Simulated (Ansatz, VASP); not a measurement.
# FeSi in two plane-wave programs, part 2 of 2

Aim: how closely do two programs agree when they are given the same cell, functional and k mesh?

VASP 6.6.1 and Ansatz 0.2.0.

So far. Step 2 (Ansatz: single point, PBE): The run ends at a pressure of -12.90 GPa, with forces up to 0.16 eV/Å.

The database entry behind the starting cell differs from later determinations by our own check (an axis about 1.4 % long against later determinations), so it need not match the best structure at ambient conditions.

## Step 3: VASP: single point, PBE

Level of this step: PBE, spin-polarised from an antiferromagnetic start; plane waves and PAW (Fe, Si) (VASP).

The same cell, functional, mesh and smearing now go to VASP, with its own data sets and cutoff.

Lines of VASP's logs that name or quote its potential files are left out, and so is its time.

Input file INCAR:

```
SYSTEM = FeSi
PREC = Normal
ENCUT = 350
EDIFF = 1E-06
NELM = 150
ISMEAR = -1
SIGMA = 0.15
LREAL = .FALSE.
ALGO = Normal
GGA = PE
NBANDS = 76
ISPIN = 2
MAGMOM = 2.8 -2.8 2.8 -2.8 2.8 -2.8 -2.8 2.8 0 0 0 0 0 0 0 0
LASPH = .TRUE.
LMAXMIX = 4
LORBIT = 11
LWAVE = .FALSE.
LCHARG = .FALSE.
KPAR = 4
AMIX = 0.2
BMIX = 1E-04
AMIX_MAG = 0.8
BMIX_MAG = 1E-04
```

Input file POSCAR:

```
FeSi
1.0
    4.5507000000      0.0000000000      0.0000000000
    0.0000000000      9.1014000000      0.0000000000
    0.0000000000      4.5507000000      4.5507000000
Fe Si
8 8
Direct
    0.1365200000      0.0000000000      0.1365200000
    0.1365200000      0.5000000000      0.1365200000
    0.3634800000      0.1134800000      0.6365200000
    0.3634800000      0.6134800000      0.6365200000
    0.6365200000      0.7500000000      0.8634800000
    0.6365200000      0.2500000000      0.8634800000
    0.8634800000      0.1365200000      0.3634800000
    0.8634800000      0.6365200000      0.3634800000
    0.8424000000      0.0000000000      0.8424000000
    0.8424000000      0.5000000000      0.8424000000
    0.6576000000      0.9076000000      0.3424000000
    0.6576000000      0.4076000000      0.3424000000
    0.3424000000      0.2500000000      0.1576000000
    0.3424000000      0.7500000000      0.1576000000
    0.1576000000      0.8424000000      0.6576000000
    0.1576000000      0.3424000000      0.6576000000
```

Input file KPOINTS:

```
Automatic mesh
0
Gamma
10 5 10
0 0 0
```

Potentials, in the order of the species: Fe and Si (PBE family, release 64).

On the command line:

```
$ mpirun -np 4 vasp_std
```

Numbers of over 12 decimals in the logs are rounded to 6 here.

What it wrote:

```text
[banner, memory and clock lines left out]
running    4 mpi-ranks, on    1 nodes
 distrk:  each k-point on    1 cores,    4 groups
 distr:  one band on    1 cores,    1 groups

 POSCAR found type information on POSCAR FeSi
 POSCAR found :  2 types and      16 ions
 LDA part: xc-table for (Slater+PW92), standard interpolation
 POSCAR, INCAR and KPOINTS ok, starting setup
 FFT: planning ... GRIDC
 FFT: planning ... GRID_SOFT
 FFT: planning ... GRID
 WAVECAR not read
 entering main loop
       N       E                     dE             d eps       ncg     rms          rms(c)
DAV:   1     0.619896183326E+03    0.61990E+03   -0.28057E+04 47424   0.101E+03
DAV:   2    -0.664222150296E+02   -0.68632E+03   -0.64054E+03 47428   0.298E+02
DAV:   3    -0.126817608833E+03   -0.60395E+02   -0.53867E+02 51772   0.104E+02
DAV:   4    -0.130171288585E+03   -0.33537E+01   -0.32848E+01 65984   0.236E+01
DAV:   5    -0.130242956827E+03   -0.71668E-01   -0.71536E-01 64516   0.375E+00    0.449E+01
DAV:   6    -0.118823613720E+03    0.11419E+02   -0.68098E+01 72136   0.730E+01    0.182E+01
DAV:   7    -0.117496704473E+03    0.13269E+01   -0.83780E+00 70452   0.281E+01    0.132E+01
DAV:   8    -0.118290672546E+03   -0.79397E+00   -0.27802E+00 74184   0.193E+01    0.145E+01
DAV:   9    -0.117483241320E+03    0.80743E+00   -0.20733E+00 74968   0.194E+01    0.620E+00
DAV:  10    -0.117457851040E+03    0.25390E-01   -0.78420E-01 73288   0.832E+00    0.169E+00
DAV:  11    -0.117492060970E+03   -0.34210E-01   -0.14693E-01 61080   0.223E+00    0.118E+00
DAV:  12    -0.117501013246E+03   -0.89523E-02   -0.33832E-02 73224   0.131E+00    0.768E-01
DAV:  13    -0.117506572617E+03   -0.55594E-02   -0.24336E-02 79260   0.129E+00    0.356E-01
DAV:  14    -0.117508660993E+03   -0.20884E-02   -0.64289E-03 58516   0.594E-01    0.181E-01
DAV:  15    -0.117508847087E+03   -0.18609E-03   -0.11369E-03 56712   0.216E-01    0.993E-02
DAV:  16    -0.117508932782E+03   -0.85696E-04   -0.49314E-04 73272   0.143E-01    0.439E-02
DAV:  17    -0.117508978444E+03   -0.45662E-04   -0.16445E-04 61224   0.715E-02    0.258E-02
DAV:  18    -0.117508986922E+03   -0.84783E-05   -0.40215E-05 66044   0.360E-02    0.167E-02
DAV:  19    -0.117508987731E+03   -0.80805E-06   -0.24858E-05 51912   0.401E-02    0.663E-03
DAV:  20    -0.117508988608E+03   -0.87721E-06   -0.13567E-05 49564   0.261E-02    0.368E-03
DAV:  21    -0.117508989049E+03   -0.44153E-06   -0.62529E-07 26528   0.964E-03
   1 F= -.11750899E+03 E0= -.11694324E+03  d E =-.113150E+01  mag=     0.0000
```

From OUTCAR (step 3):

```text
ion  position               nearest neighbor table
   1  0.137  0.000  0.137-   9 2.32  11 2.37  14 2.37  16 2.37  11 2.55  13 2.55  15 2.55   7 2.79
                             4 2.79   6 2.79   3 2.79   6 2.79   8 2.79
   2  0.137  0.500  0.137-  10 2.32  12 2.37  13 2.37  15 2.37  14 2.55  12 2.55  16 2.55   8 2.79
                             3 2.79   5 2.79   4 2.79   5 2.79   7 2.79
   3  0.363  0.113  0.637-  12 2.32   9 2.37  13 2.37  16 2.37  15 2.55  14 2.55   9 2.55   1 2.79
                             6 2.79   2 2.79   7 2.79   7 2.79   5 2.79
   4  0.363  0.613  0.637-  11 2.32  10 2.37  14 2.37  15 2.37  16 2.55  13 2.55  10 2.55   2 2.79
                             5 2.79   1 2.79   8 2.79   8 2.79   6 2.79
   5  0.637  0.750  0.863-  14 2.32   9 2.37  15 2.37  12 2.37  10 2.55  15 2.55  11 2.55   2 2.79
                             4 2.79   7 2.79   8 2.79   2 2.79   3 2.79
   6  0.637  0.250  0.863-  13 2.32  10 2.37  16 2.37  11 2.37  16 2.55   9 2.55  12 2.55   1 2.79
                             3 2.79   8 2.79   7 2.79   1 2.79   4 2.79
   7  0.863  0.137  0.363-  15 2.32  13 2.37   9 2.37  11 2.37  12 2.55  10 2.55  13 2.55   3 2.79
                             6 2.79   5 2.79   3 2.79   1 2.79   2 2.79
   8  0.863  0.637  0.363-  16 2.32  14 2.37  10 2.37  12 2.37  11 2.55   9 2.55  14 2.55   4 2.79
                             5 2.79   6 2.79   4 2.79   2 2.79   1 2.79
   9  0.842  0.000  0.842-   1 2.32   3 2.37   5 2.37   7 2.37   3 2.55   6 2.55   8 2.55  11 2.82
                            14 2.82  15 2.82  12 2.82  14 2.82  16 2.82
  10  0.842  0.500  0.842-   2 2.32   4 2.37   6 2.37   8 2.37   5 2.55   4 2.55   7 2.55  12 2.82
                            13 2.82  16 2.82  11 2.82  13 2.82  15 2.82
  11  0.658  0.908  0.342-   4 2.32   1 2.37   6 2.37   7 2.37   8 2.55   1 2.55   5 2.55  14 2.82
                            15 2.82   9 2.82  10 2.82  15 2.82  13 2.82
  12  0.658  0.408  0.342-   3 2.32   2 2.37   5 2.37   8 2.37   7 2.55   2 2.55   6 2.55  13 2.82
                            16 2.82  10 2.82   9 2.82  16 2.82  14 2.82
  13  0.342  0.250  0.158-   6 2.32   3 2.37   2 2.37   7 2.37   7 2.55   1 2.55   4 2.55  12 2.82
                            15 2.82  10 2.82  16 2.82  10 2.82  11 2.82
  14  0.342  0.750  0.158-   5 2.32   4 2.37   1 2.37   8 2.37   2 2.55   8 2.55   3 2.55  11 2.82
                            16 2.82   9 2.82  15 2.82   9 2.82  12 2.82
  15  0.158  0.842  0.658-   7 2.32   5 2.37   2 2.37   4 2.37   3 2.55   5 2.55   1 2.55  14 2.82
                             9 2.82  13 2.82  11 2.82  11 2.82  10 2.82
  16  0.158  0.342  0.658-   8 2.32   6 2.37   1 2.37   3 2.37   4 2.55   6 2.55   2 2.55  13 2.82
                            10 2.82  14 2.82  12 2.82  12 2.82   9 2.82

  LATTYP: Found a simple tetragonal cell.
 ALAT       =     6.4356616583
 C/A-ratio  =     0.7071067812

 Subroutine GETGRP returns: Found  4 space group operations
 (whereof  1 operations were pure point group operations)

The static configuration has the point symmetry C_1 .
 The point group associated with its full space group is D_2 .

 Found    156 irreducible k-points:

   k-points           NKPTS =    156   k-points in BZ     NKDIM =    156   number of bands    NBANDS=     76

   dimension x,y,z NGX =    24 NGY =   42 NGZ =   30
   dimension x,y,z NGXF=    48 NGYF=   84 NGZF=   60

   ENCUT  =  350.0 eV  25.72 Ry    5.07 a.u.   6.94 13.88  9.82*2*pi/ulx,y,z

   NELECT =      96.0000    total number of electrons

 k-points in reciprocal lattice and weights: Automatic mesh
   0.00000000  0.00000000  0.00000000       0.002
   0.10000000  0.00000000  0.00000000       0.004
   0.20000000  0.00000000  0.00000000       0.004
   0.30000000  0.00000000  0.00000000       0.004
   0.40000000  0.00000000  0.00000000       0.004
   0.50000000  0.00000000  0.00000000       0.002
   0.00000000  0.20000000  0.00000000       0.004
   0.00000000  0.20000000  0.20000000       0.004
   0.10000000  0.20000000  0.00000000       0.008
[...]
11 -80.5772      12 -80.5772      13 -80.5772      14 -80.5772      15 -80.5772
      16 -80.5772

 E-fermi :   8.9706

 spin component 1
 k-point     1 :       0.0000    0.0000    0.0000
  band No.  band energies     occupation
    ...
     44       8.6362      0.90286
     45       8.6362      0.90286
     46       8.6362      0.90286
     47       8.8343      0.71280
     48       8.8343      0.71278
     49       9.4765      0.03317
     50       9.4765      0.03317
     51       9.4892      0.03055
     52       9.4892      0.03055
     53       9.4892      0.03055
    ...

 k-point     2 :       0.1000    0.0000    0.0000
  band No.  band energies     occupation
    ...
     44       8.5467      0.94407
     45       8.5492      0.94320
     46       8.7653      0.79718
     47       8.8143      0.73927
     48       8.8329      0.71463
     49       9.3422      0.07749
     50       9.4206      0.04742
     51       9.4206      0.04742
     52       9.4627      0.03626
     53       9.6862      0.00840
    ...

 k-point     3 :       0.2000    0.0000    0.0000
  band No.  band energies     occupation
    ...
     44       8.5018      0.95794
     45       8.5018      0.95794
     46       8.7590      0.80395
     47       8.8295      0.71924
     48       8.8681      0.66451
     49       9.2225      0.15722
     50       9.3265      0.08529
     51       9.3265      0.08528
     52       9.3865      0.05883
     53       9.8642      0.00258
    ...

 k-point     4 :       0.3000    0.0000    0.0000
  band No.  band energies     occupation
    ...
     44       8.4386      0.97199
     45       8.4738      0.96485
     46       8.6846      0.87067
     47       8.8325      0.71518
     48       8.8821      0.64336
     49       9.1422      0.24161
     50       9.2621      0.12532
     51       9.2621      0.12531
     52       9.2732      0.11743
     53       9.6873      0.00835
    ...

 k-point     5 :       0.4000    0.0000    0.0000
  band No.  band energies     occupation
    ...
     44       8.3537      0.98390
     45       8.4884      0.96139
     46       8.6079      0.91819
     47       8.8519      0.68816
     48       8.8742      0.65535
     49       9.0833      0.32058
     50       9.1498      0.23246
     51       9.2541      0.13127
     52       9.2541      0.13126
     53       9.4929      0.02983
    ...

 k-point     6 :       0.5000    0.0000    0.0000
  band No.  band energies     occupation
    ...
     44       8.3028      0.98848
     45       8.5386      0.94686
     46       8.5386      0.94686
     47       8.8750      0.65419
     48       8.8750      0.65419
     49       9.0696      0.34072
     50       9.0696      0.34072
     51       9.3321      0.08241
     52       9.3321      0.08241
     53       9.3321      0.08241
    ...

  Total      -15.3346554    -15.3286563    -15.3274577      0.0000000      0.0002942      0.0000000
  in kB     -130.3526875   -130.3016921   -130.2915030      0.0000000      0.0025009      0.0000000
  external PRESSURE =    -130.3152942 kB  Pullay stress =       0.0000000 kB

  energy-cutoff  :      350.00
  volume of cell :      188.48
      direct lattice vectors                 reciprocal lattice vectors
     4.550700000  0.000000000  0.000000000     0.219746413  0.000000000  0.000000000
     0.000000000  9.101400000  0.000000000     0.000000000  0.109873206 -0.109873206
     0.000000000  4.550700000  4.550700000     0.000000000  0.000000000  0.219746413

 POSITION                                       TOTAL-FORCE (eV/Angst)
 -----------------------------------------------------------------------------------
      0.62126      0.62126      0.62126        -0.078791     -0.079434     -0.079303
      0.62126      5.17196      0.62126        -0.078791     -0.079434     -0.079303
      1.65409      3.92944      2.89661         0.078679      0.079453     -0.078605
      1.65409      8.48014      2.89661         0.078679      0.079453     -0.078605
      2.89661     10.75549      3.92944        -0.078791      0.079434      0.079303
      2.89661      6.20479      3.92944        -0.078791      0.079434      0.079303
      3.92944      2.89661      1.65409         0.078679     -0.079453      0.078605
      3.92944      7.44731      1.65409         0.078679     -0.079453      0.078605
      3.83351      3.83351      3.83351        -0.082901     -0.082985     -0.082982
      3.83351      8.38421      3.83351        -0.082901     -0.082985     -0.082982
      2.99254      9.81859      1.55816         0.083013      0.083025     -0.082998
      2.99254      5.26789      1.55816         0.083013      0.083025     -0.082998
      1.55816      2.99254      0.71719        -0.082901      0.082985      0.082982
      1.55816      7.54324      0.71719        -0.082901      0.082985      0.082982
      0.71719     10.65956      2.99254         0.083013     -0.083025      0.082998
      0.71719      6.10886      2.99254         0.083013     -0.083025      0.082998
 -----------------------------------------------------------------------------------
    total drift:                               -0.000942     -0.000000     -0.000000

  FREE ENERGIE OF THE ION-ELECTRON SYSTEM (eV)
  ---------------------------------------------------
  free  energy   TOTEN  =      -117.5089890492 eV

  energy  without entropy=     -116.3774921598  energy(sigma->0) =     -116.94324060

 total charge
# of ion       s       p       d       tot
------------------------------------------
    1        0.410   0.574   6.485   7.469
    2        0.410   0.574   6.485   7.469
    3        0.410   0.574   6.485   7.469
    4        0.410   0.574   6.485   7.469
    5        0.410   0.574   6.485   7.469
    6        0.410   0.574   6.485   7.469
    7        0.410   0.574   6.485   7.469
    8        0.410   0.574   6.485   7.469
    9        0.736   0.857   0.000   1.592
   10        0.736   0.857   0.000   1.592
   11        0.736   0.857   0.000   1.592
   12        0.736   0.857   0.000   1.592
   13        0.736   0.857   0.000   1.592
   14        0.736   0.857   0.000   1.592
   15        0.736   0.857   0.000   1.592
   16        0.736   0.857   0.000   1.592
--------------------------------------------------
tot          9.168  11.443  51.876  72.487

 magnetization (x)
# of ion       s       p       d       tot
------------------------------------------
    1        0.000   0.000   0.000   0.000
    2       -0.000  -0.000  -0.000  -0.000
    3        0.000   0.000   0.000   0.000
    4       -0.000  -0.000  -0.000  -0.000
    5        0.000   0.000   0.000   0.000
    6       -0.000  -0.000  -0.000  -0.000
    7       -0.000  -0.000  -0.000  -0.000
    8        0.000   0.000   0.000   0.000
    9       -0.000  -0.000   0.000  -0.000
   10        0.000   0.000   0.000   0.000
   11        0.000   0.000   0.000   0.000
   12       -0.000  -0.000   0.000  -0.000
   13        0.000   0.000   0.000   0.000
   14       -0.000  -0.000   0.000  -0.000
   15        0.000   0.000   0.000   0.000
   16       -0.000  -0.000   0.000  -0.000
--------------------------------------------------
tot          0.000   0.000   0.000   0.000

[... 1 further part left out ...]
```

The run ends at a pressure of -13.03 GPa, with forces up to 0.14 eV/Å.

## Step 4: Side by side

Known differences besides the PAW data sets themselves: the data sets hold 160 valence electrons in Ansatz (default PAW (the set named soft_2) files) and 96 in VASP; the cutoff is 420 eV in Ansatz and 350 eV in VASP (PREC = Normal). Total energies have different zeros and are not compared.

The two programs side by side:

```csv
quantity,Ansatz,VASP,difference
pressure (GPa),-12.90,-13.03,+0.13
```

Forces on 10 of the 16 atoms, picked by the larger force of the two programs (eV/Å; atoms numbered as in POSCAR):

```csv
atom,"Ansatz x, y, z","VASP x, y, z"
Fe1,"-0.095, -0.095, -0.095","-0.079, -0.079, -0.079"
Fe2,"-0.095, -0.095, -0.095","-0.079, -0.079, -0.079"
Fe3,"0.095, 0.095, -0.095","0.079, 0.079, -0.079"
Fe4,"0.095, 0.095, -0.095","0.079, 0.079, -0.079"
Fe5,"-0.095, 0.095, 0.095","-0.079, 0.079, 0.079"
Fe6,"-0.095, 0.095, 0.095","-0.079, 0.079, 0.079"
Fe7,"0.095, -0.095, 0.095","0.079, -0.079, 0.079"
Fe8,"0.095, -0.095, 0.095","0.079, -0.079, 0.079"
Si11,"0.086, 0.086, -0.086","0.083, 0.083, -0.083"
Si15,"0.086, -0.086, 0.086","0.083, -0.083, 0.083"
```

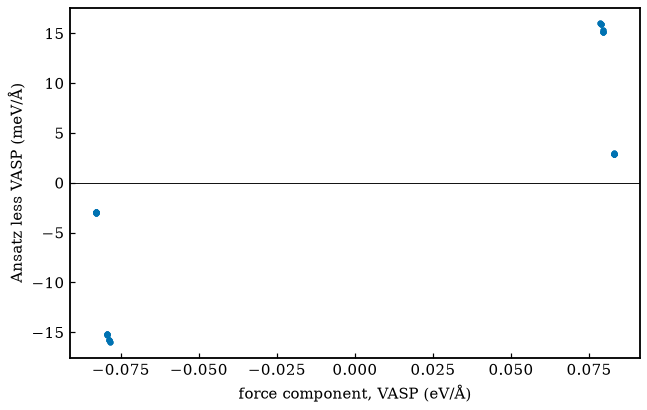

Difference of the force components against their size.

The forces differ by 11 meV/Å r.m.s., which is 13.8 % of the r.m.s. force of 0.08 eV/Å (both taken over all components). Ansatz's pressure holds a Pulay correction of 0.06 GPa; VASP's holds none.

## Step 5: Outcome

```json
{
  "r.m.s. force difference (single point, PBE)": "11 meV/Å"
}
```

The r.m.s. force difference is 11 meV/Å (single point, PBE), within the 12 meV/Å picked in this series as the mark of a large difference. Differences of this kind measure data sets and numerical settings, not the functional's error against experiment.

[Lines on the potential files, build, host, timing and source positions are cut from VASP's logs without a mark.]

[Logs are printed without paths, hosts, clocks, repeated set-up lines and the standing remarks that a program may print on its own settings, such as how far it seeks lower states.]

[Hosts, paths, dates, database ids (printed as entryN), source tags and the programs' standing remarks are cut or masked in the printed files.]
